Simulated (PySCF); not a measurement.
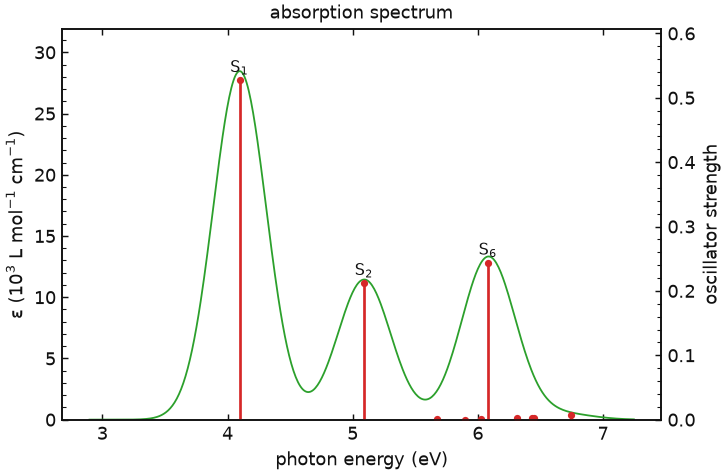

Vertical TDDFT excitations, CAM-B3LYP/def2-SVPD, PySCF 2.14.0, at a PBE0-D3(BJ)/def2-SVP geometry (no frequency check), gas phase. Only the first 10 singlet excitations are included; each is broadened by a Gaussian of 1/e half-width 0.30 eV. Sticks give oscillator strengths (right axis).

Question: Whose absorption spectrum is this?
A. C₈H₇FS, SMILES C=C/C=C\c1cc(F)cs1
B. C₆H₄N₂, SMILES N#Cc1cccnc1
C. BAsPH₇, SMILES P[BH2-][AsH3+]
D. C₄H₁₀AsB, SMILES [AsH2]BC1CCC1

Answer: Option A. Its lowest singlet lies at 4.10 eV (f = 0.527) and the brightest of those computed is S1 at 4.10 eV (303 nm), f = 0.527, mainly HOMO → LUMO (95 %).

Known limits of this run: one conformer of a flexible molecule; core orbitals are frozen in the response.
